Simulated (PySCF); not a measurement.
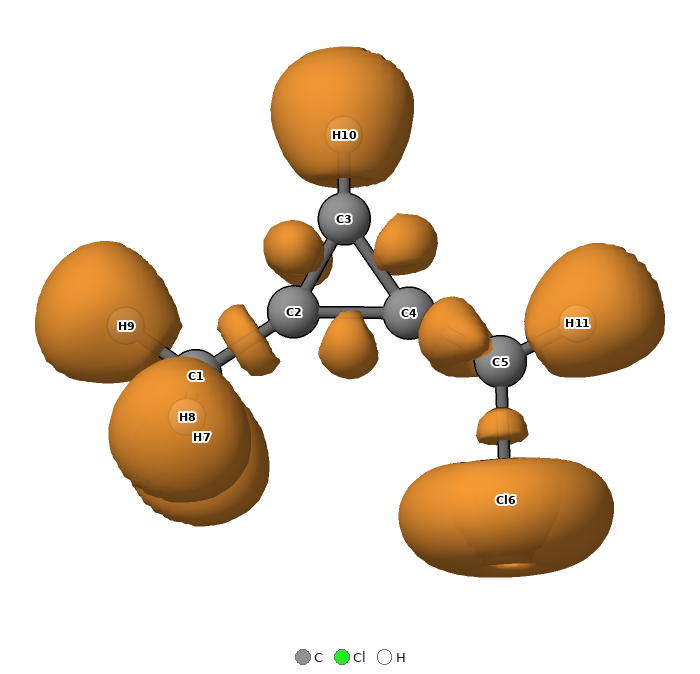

C5H5Cl. Isosurface of the electron localisation function at 0.8 (orange), seen at a tilt. Core shells and regions of very low density are left out.

Geometry: GFN2-xTB.

These are results of PBE0/pcSseg-1, SCF density, gas phase, non-relativistic in PySCF, not measurements.

```
atom    x (Å)    y (Å)    z (Å)
   C  -1.7861  -0.2431  -0.0993
   C  -0.4771   0.3950   0.0040
   C   0.2853   1.4735   0.1173
   C   0.9593   0.1912   0.0530
   C   2.0282  -0.5628   0.0466
  Cl   1.9000  -2.3025  -0.0871
   H  -1.8402  -0.8172  -1.0246
   H  -1.9154  -0.9438   0.7258
   H  -2.5860   0.4949  -0.0803
   H   0.3966   2.5264   0.2001
   H   3.0408  -0.2088   0.1185
```

Question: What do the ELF domains correspond to?

Answer: The surface consists of five regions between bonded C–C atoms (shared pairs), one region between bonded C–Cl atoms (shared pairs), five regions around hydrogen nuclei and one ring or bowl of non-bonding electrons around Cl. Profiles from the grid: C–C (1.31 Å): the ELF peaks at about 0.90 between the atoms: a short, multiple covalent bond. C–Cl (1.75 Å): the ELF peaks at about 0.90 between the atoms, as expected for a shared electron pair.
